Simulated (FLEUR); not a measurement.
Band structure of Pd (Fm-3m, 1 atom in the cell).

```xyz
1
Lattice="0.0000 1.9298 1.9298 1.9298 0.0000 1.9298 1.9298 1.9298 0.0000" Properties=species:S:1:pos:R:3 pbc="T T T"
Pd     0.0000     0.0000     0.0000
```

Level of theory: PBE, all-electron FLAPW (FLEUR), scalar-relativistic valence in FLEUR.

Settings: Kmax = 4.2 1/bohr; GmaxXC = 16.8 1/bohr; xcFunctional = pbe; jspins = 1; l_soc = F; mode = hist; fermiSmearingEnergy = 0.00499791 Htr; mesh (inpgen div1-3) = 15 15 15; inpgen gamma flag = false; Gmax = 16.8 1/bohr; numbands = 0; maxIterBroyd = 15; imix = Anderson; alpha = 0.05.

The starting cell has typed, rounded lattice constants, without a prior relaxation at this level. Its lattice was rescaled by a random factor within 2.5 % of one. Spin polarisation is off. Values depend on the basis (sphere radii, cutoffs, local orbitals), which need not be converged.

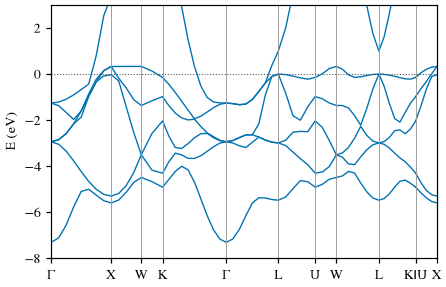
Figure. Bands along the path, energies from the Fermi level.

Levels in eV from the Fermi level, bands 5 to 12:
```
point      5      6      7      8      9     10     11     12
-----  -----  -----  -----  -----  -----  -----  -----  -----
Γ      -2.96  -2.96  -2.96  -1.28  -1.28  17.05  21.92  21.92
X      -5.31  -0.05   0.31   0.31   3.37  11.22  13.35  13.35
W      -3.52  -3.52  -1.38   0.31   9.14   9.14  10.67  12.04
K      -4.32  -2.05  -1.00  -0.16   7.30   8.28  11.23  16.25
L      -3.01  -3.01  -0.02  -0.02   0.98   7.61  16.46  21.22
U      -4.32  -2.05  -1.00  -0.16   7.30   8.28  11.23  16.25
```
